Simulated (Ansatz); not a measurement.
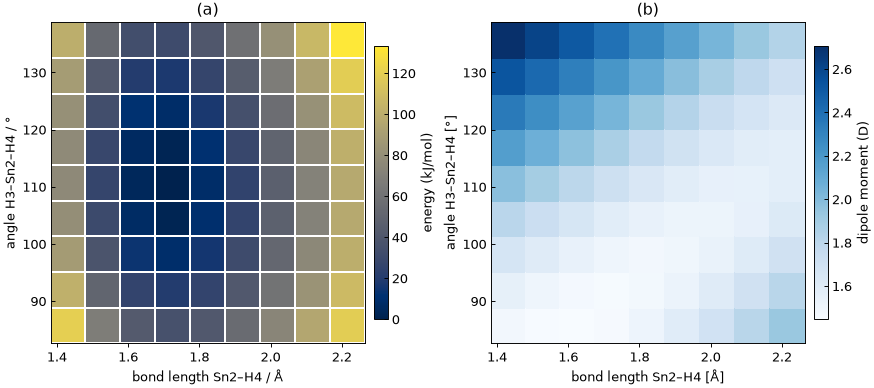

H₃SSn, SMILES [S][SnH3], spin multiplicity 2. Coordinates scanned: (1) bond length Sn2–H4; (2) angle H3–Sn2–H4. Nothing is relaxed (all other coordinates rigid). The scan uses a 9 × 9 grid. Points are written as (first, second). Energies are in kJ/mol, from the lowest grid point. Method: Ansatz 0.2.0, UKS BHLYP-D4/def2-SVP.

Panel (a) is the energy and panel (b) the computed dipole moment on the same grid.

Drawn: one coloured cell a grid point.

**How does the dipole moment vary over the map, and what is it at the lowest grid point?**

Leaving out the highest fifth of the energies, it runs from 1.45 D at (1.627 Å, 85.7°) to 2.61 D at (1.529 Å, 135.7°). At the lowest grid point, (1.725 Å, 110.7°), it is 1.72 D.
